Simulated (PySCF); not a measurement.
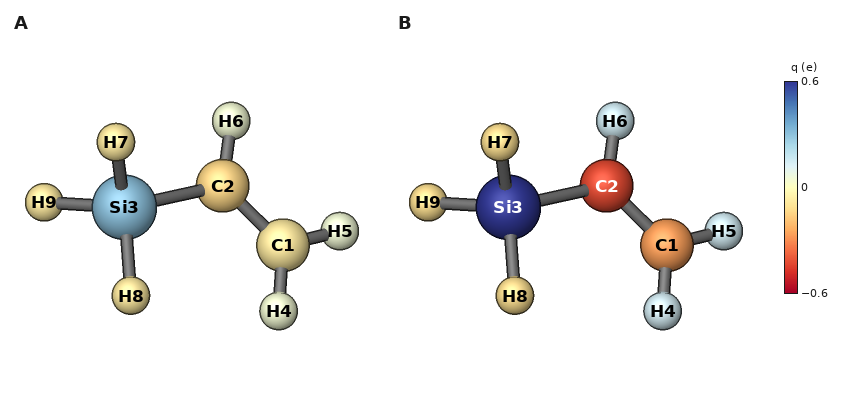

Atomic charges of one calculation by 2 schemes, on one colour scale. The geometry was computed by an optimisation with PBE0-D3(BJ)/def2-SVP. No frequency run is at hand to confirm it as a minimum. Method: PBE0/pcSseg-1 (PySCF 2.14.0).

The schemes are Hirshfeld, IAO. Which panel shows which?

A Hirshfeld, B IAO.

List the charges (e), one line for each set of equivalent atoms.

| atom | Hirshfeld | IAO |
| --- | --- | --- |
| C1 | −0.08 | −0.27 |
| C2 | −0.14 | −0.42 |
| Si3 | 0.31 | 0.59 |
| H4 | 0.05 | 0.14 |
| H5 | 0.05 | 0.15 |
| H6 | 0.05 | 0.15 |
| H7 | −0.08 | −0.12 |
| H8 | −0.08 | −0.12 |
| H9 | −0.08 | −0.12 |
